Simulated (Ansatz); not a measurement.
Consider BN in the zinc blende structure (space group F-43m, No. 216; a = 3.625 Å).

The change: an isotropic linear strain of −2.50 %, atoms relaxed at fixed cell.

Method: plane-wave PAW DFT at the PBE level (Ansatz, a program for electronic structure, 420 eV), spin-orbit coupling left out.

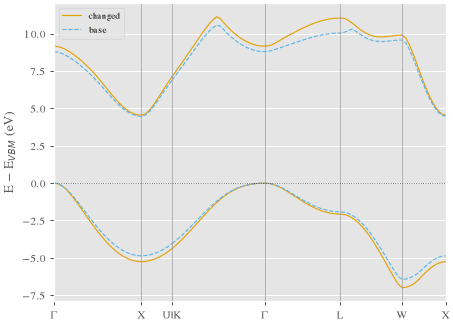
*Highest valence and lowest conduction band along the path, each from its own valence-band maximum*

The gap is 4.54 eV, indirect, Γ → X; the base has 4.46 eV.

No phonon test of stability was made.
